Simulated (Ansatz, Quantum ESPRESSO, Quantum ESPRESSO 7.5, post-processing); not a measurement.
**The basal face of Y: relaxation and work function**

Wanted: relaxation and work function of Y(0001).

Main program and level: Quantum ESPRESSO 7.5; plane-wave DFT, PBE, GBRV ultrasoft pseudopotentials (geometry and cross-check by Ansatz 0.2.0 with PAW datasets; geometry under PBE).

**What experiment says.**

“Anisotropic work function of elemental crystals” (2019, arxiv:1902.07811) quotes from earlier work for Y (polycrystalline sample, no single face): work function, loosely compared (polycrystalline sample, no single face) 3.1 eV.

This is a report of a sequence of runs, with most program output left out.

### 1. The starting structure

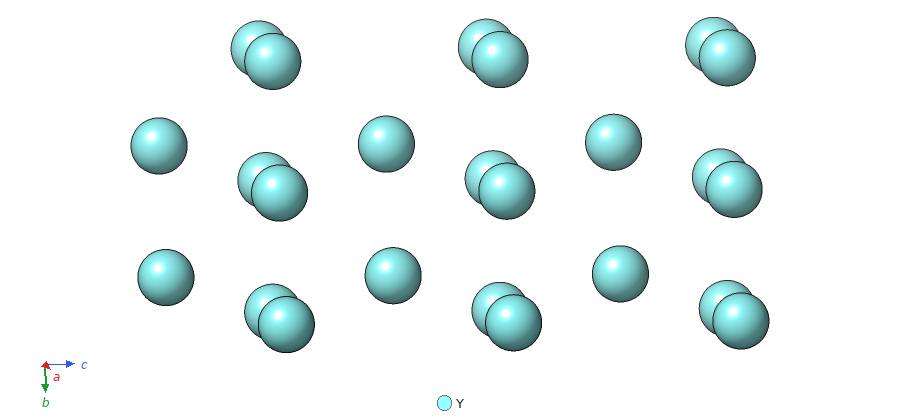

The cell as given, from the side, with the c axis across the page (yttrium teal). 1×2×1 cells are drawn. Some periodic images of atoms are drawn too.

The cell holds 6 atoms: 6 Y. Its edges and angles: a = 3.650 Å, b = 3.650 Å, c = 30.335 Å, α = 90.0°, β = 90.0°, γ = 60.0°. It derives from Y. Vacuum lies along c.

Structure file:

```cif
data_structure
_symmetry_space_group_name_H-M 'P 1'
_symmetry_Int_Tables_number 1
_cell_length_a 3.6500
_cell_length_b 3.6500
_cell_length_c 30.3354
_cell_angle_alpha 90.000
_cell_angle_beta 90.000
_cell_angle_gamma 60.000
_cell_volume 350.00
loop_
_atom_site_label
_atom_site_type_symbol
_atom_site_fract_x
_atom_site_fract_y
_atom_site_fract_z
_atom_site_occupancy
Y1 Y 0.66667 0.66667 0.26372 1
Y2 Y 0.00000 0.00000 0.35823 1
Y3 Y 0.66667 0.66667 0.45274 1
Y4 Y 0.00000 0.00000 0.54726 1
Y5 Y 0.66667 0.66667 0.64177 1
Y6 Y 0.00000 0.00000 0.73628 1
```

### 2. Geometry from Ansatz of (0001)

The geometry comes first, from a plane-wave PAW code, so that the later runs on this slab share one structure.

input.yaml reads:

```yaml
crystal:
  lattice:
    - [3.65, 0.0, 0.0]
    - [1.825, 3.1609927238, 0.0]
    - [0.0, 0.0, 30.335375]
  atoms:
    - { symbol: "Y", position: [0.6666666667, 0.6666666667, 0.2637185135] }
    - { symbol: "Y", position: [0.0, 0.0, 0.3582311081] }
    - { symbol: "Y", position: [0.6666666667, 0.6666666667, 0.4527437027] }
    - { symbol: "Y", position: [0.0, 0.0, 0.5472562973] }
    - { symbol: "Y", position: [0.6666666667, 0.6666666667, 0.6417688919] }
    - { symbol: "Y", position: [0.0, 0.0, 0.7362814865] }
kpoints:
  mp_grid: { grid: [12, 12, 1] }
hamiltonian:
  xc: pbe
scf:
  occupations: { method: fermi_dirac, width: 0.1 }
  convergence: { dr2_threshold: 1.0e-08 }
efield:
  axis: 3
  dipole_correction: true
  ramp_position: 0.97
  ramp_width: 0.04
relax:
  f_tol: 0.01
  constraints: [{ sites: [2, 3] }]
output:
  write_potential: true
  write_density: true
  volumetric_format: npy
```

Launch:

```
$ ansatz run input.yaml --threads 4 --pin off --max-ram 8192MiB --backend cpu --events-out ev --progress --plain --runs-dir out
```

The job ended after 15 s (4 threads of Arm Neoverse V2, shared host; peak memory 0.79 GiB; 57 s of CPU time).

Relaxation path:

```tsv
step	energy less that of the first step (eV)	largest force component (eV/Å)
1	0.0000	0.1767
2	-0.0169	0.0028
```

The atoms that moved most (Å):

```tsv
atom	dx	dy	dz	length
Y1	0.000	0.000	0.086	0.086
Y6	0.000	0.000	-0.086	0.086
Y5	0.000	0.000	0.007	0.007
Y2	0.000	0.000	-0.007	0.007
```

Final coordinates:

```xyz
6
Lattice="3.6500 0.0000 0.0000 1.8250 3.1610 0.0000 0.0000 0.0000 30.3354" Properties=species:S:1:pos:R:3
Y     3.6500    2.1073    8.0856
Y     0.0000    0.0000   10.8599
Y     3.6500    2.1073   13.7342
Y     0.0000    0.0000   16.6012
Y     3.6500    2.1073   19.4755
Y     0.0000    0.0000   22.2498
```

The relaxation lowers the energy by 3 meV an atom. Held were the atoms numbered 3 and 4; the forces quoted are those on the free ones.

This step gave:

- free energy: -23090.7824 eV
- energy at zero smearing: -23090.5697 eV
- smearing term TS: 0.4254 eV
- Fermi energy: 3.914 eV
- symmetry operations: 6
- work function of the upper face: 3.354 eV
- work function of the lower face: 3.354 eV
- dipole along the normal: 4.98e-6 e·Å

### 3. SCF with pw.x of (0001), PBE

Both faces of the slab are alike, so a plain periodic cell serves and symmetry is kept.

Level of this step: plane-wave DFT, PBE, GBRV ultrasoft pseudopotentials (Quantum ESPRESSO 7.5).

0001.pbe.in reads:

```
&control
  prefix = '0001.pbe'
  outdir = './out'
  pseudo_dir = './pseudo'
  calculation = 'scf'
  tprnfor = .true.
/
&system
  ibrav = 0
  nat = 6
  ntyp = 1
  ecutwfc = 40
  ecutrho = 200
  occupations = 'smearing'
  smearing = 'mv'
  degauss = 0.02
/
&electrons
  conv_thr = 1e-07
  mixing_beta = 0.4
  electron_maxstep = 120
  mixing_mode = 'local-TF'
/
ATOMIC_SPECIES
  Y   88.9058  y_pbe_v1.4.uspp.F.UPF
CELL_PARAMETERS angstrom
  3.64999999999238 0.00000000000000 0.00000000000000
  1.82499999999619 3.16099272380660 0.00000000000000
  0.00000000000000 0.00000000000000 30.33537500000000
ATOMIC_POSITIONS crystal
  Y   0.666666666667 0.666666666667 0.266540196292
  Y   0.000000000000 -0.000000000000 0.357994591207
  Y   0.666666666667 0.666666666667 0.452743702700
  Y   0.000000000000 0.000000000000 0.547256297300
  Y   0.666666666667 0.666666666667 0.642005442375
  Y   -0.000000000000 0.000000000000 0.733459877738
K_POINTS automatic
  12 12 1 0 0 0
```

Launch:

```
$ OMP_NUM_THREADS=1 mpirun -n 4 pw.x -nk 4 -in 0001.pbe.in > 0001.pbe.out
```

Run time: 87 s. Hardware: 4 MPI ranks; peak memory 0.88 GiB.

This step gave:

- free energy: -7575.5408 eV
- Fermi energy: 4.054 eV

### 4. Electrostatic potential of (0001)

The vacuum level is read from the electrostatic potential (plot_num = 11), averaged over planes.

0001.pbe.pot.in reads:

```
&inputpp
  prefix = '0001.pbe'
  outdir = './out'
  filplot = '0001.pbe.pot.dat'
  plot_num = 11
/
```

Launch:

```
$ OMP_NUM_THREADS=1 mpirun -n 4 pp.x -in 0001.pbe.pot.in > 0001.pbe.pot.out
```

It took 0.88 s on 4 MPI ranks; peak memory 0.12 GiB; 3.2 s of CPU time.

Numbers from this step:

```
work function of the upper face                                       : 3.285 eV
slope of the potential above                                          : 0.002625 eV/Å
upper vacuum line continued to the top atoms, over the Fermi level    : 3.271 eV
work function of the lower face                                       : 3.285 eV
slope of the potential below                                          : -0.001724 eV/Å
lower vacuum line continued to the bottom atoms, over the Fermi level : 3.276 eV
```

The potential energy, planar mean oscillates, so the rows of the table below give means over windows of 2.87 Å about each position, cut where the curve ends. Its maxima inside the range that stand out by 2 % of the span (Å: eV): 9.4: 0.595, 12.2: 0.751, 15.2: 0.807, 18.1: 0.751, 20.9: 0.596. Its minima: 8.1: -20.4, 10.9: -19.8, 13.7: -20.1, 16.6: -20.1, 19.4: -19.8, 22.2: -20.4.

Electrostatic potential energy of an electron; zero at the Fermi level. Potential energy, planar mean against z; means over each step:

```tsv
z (Å)	potential energy, planar mean (eV)
1.44	3.29
4.30	3.21
7.17	-6.28
10.04	-7.63
12.91	-7.40
15.78	-7.41
18.65	-7.32
21.52	-7.77
24.39	1.61
27.26	3.28
30.13	3.29
```

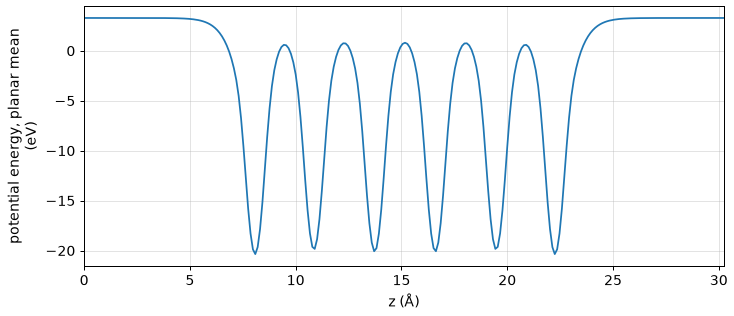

Potential energy, planar mean, plotted against z.

### 5. Self-consistent run of (0001), PBEsol

The same atoms under a second functional.

Level of this step: plane-wave DFT, PBEsol, GBRV ultrasoft pseudopotentials (Quantum ESPRESSO 7.5).

0001.pbesol.in is the input of step 3 with these lines changed:

```diff
@@ -1,3 +1,3 @@
 &control
-  prefix = '0001.pbe'
+  prefix = '0001.pbesol'
   outdir = './out'
@@ -24,3 +24,3 @@
 ATOMIC_SPECIES
-  Y   88.9058  y_pbe_v1.4.uspp.F.UPF
+  Y   88.9058  y_pbesol_v1.4.uspp.F.UPF
 CELL_PARAMETERS angstrom
```

Launch:

```
$ OMP_NUM_THREADS=1 mpirun -n 4 pw.x -nk 4 -in 0001.pbesol.in > 0001.pbesol.out
```

It took 74 s on 4 MPI ranks; peak memory 0.71 GiB; 4.9 min of CPU time.

Read from the output:

| Quantity | Value |
| --- | --- |
| free energy | -7562.2776 eV |
| Fermi energy | 3.967 eV |

### 6. Electrostatic potential of (0001)

0001.pbesol.pot.in reads:

```
&inputpp
  prefix = '0001.pbesol'
  outdir = './out'
  filplot = '0001.pbesol.pot.dat'
  plot_num = 11
/
```

Launch:

```
$ OMP_NUM_THREADS=1 mpirun -n 4 pp.x -in 0001.pbesol.pot.in > 0001.pbesol.pot.out
```

Wall time 0.88 s (4 MPI ranks); peak memory 0.12 GiB.

Read from the output:

```
work function of the upper face                                       : 3.338 eV
slope of the potential above                                          : 0.002372 eV/Å
upper vacuum line continued to the top atoms, over the Fermi level    : 3.326 eV
work function of the lower face                                       : 3.339 eV
slope of the potential below                                          : -0.001556 eV/Å
lower vacuum line continued to the bottom atoms, over the Fermi level : 3.330 eV
```

On (0001) the work function under PBEsol lies +0.05 eV from PBE's.

### 7. The series side by side

All levels:

```tsv
level	work function (eV)	Ansatz, PBE (eV)	CPU time (s)
(0001), PBE	3.285	3.354	346.4
(0001), PBEsol	3.338	-	295.8
```

### 8. By hand

For (0001) under PBE, on the run's own zero: φ = 7.340 − (4.054) = 3.286 eV.

### 9. Summary of results

```json
{
 "work function of (0001), PBE": "3.29 eV",
 "work function of (0001), PBEsol": "3.34 eV"
}
```

**Reading.** Under PBE the work function is 3.29 eV on (0001). PBEsol lies +0.05 eV from PBE on the same atoms. The top two spacings change by -3.2 and +0.3 % on (0001). Ansatz, with Fermi-Dirac smearing and its own datasets, agrees within 0.07 eV under PBE. The slabs are thin and unreconstructed, at the tabulated lattice constant; thickness and mesh leave some 0.05 to 0.1 eV open.

Computed beside measured:

| quantity | measured | (0001), PBE |
| --- | --- | --- |
| work function, loosely compared (polycrystalline sample, no single face) (eV) | 3.1 | 3.29 (+0.19 eV) |

Measured values from arxiv:1902.07811 (2019).

Verdict: The work function, set beside that of the polycrystal, is off by +0.19 eV. A polycrystal averages over faces, so this is a loose comparison.

[Logs are printed without paths, hosts, clocks, repeated set-up lines and the standing remarks that a program may print on its own settings, such as how far it seeks lower states.]

[Hosts, paths, dates, database ids (printed as entryN), source tags and the programs' standing remarks are cut or masked in the printed files.]

[Maps of the electrostatic potential energy from Ansatz leave out the sawtooth potential of an applied field or a dipole correction, so their vacuum need not be flat; planar profiles and work functions include it.]
